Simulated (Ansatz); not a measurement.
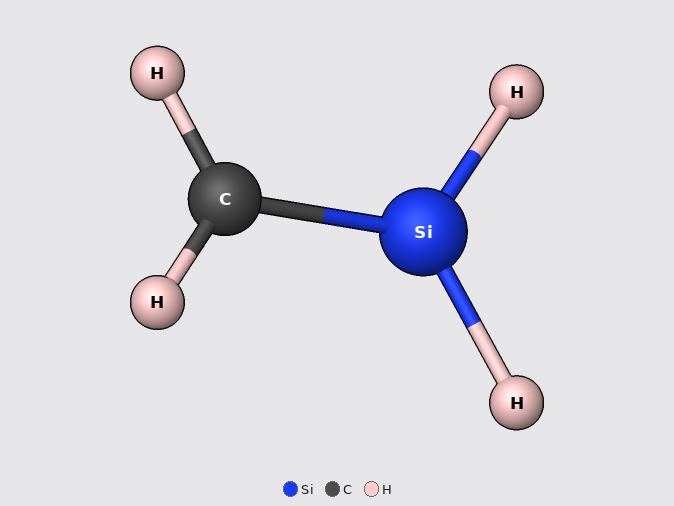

Harmonic vibrations computed with RKS PBE0-D4/def2-TZVP (Ansatz 0.2.0) at a stationary point of the same level.

Question: Is this a minimum or a saddle point?

Answer: A minimum: no imaginary frequency, and the lowest mode lies at 471 cm⁻¹.

Question: List the wavenumbers.

Answer: 12 modes: 471, 479, 732, 776, 824, 934, 1007, 1387, 2266, 2286, 3168, 3260 cm⁻¹.
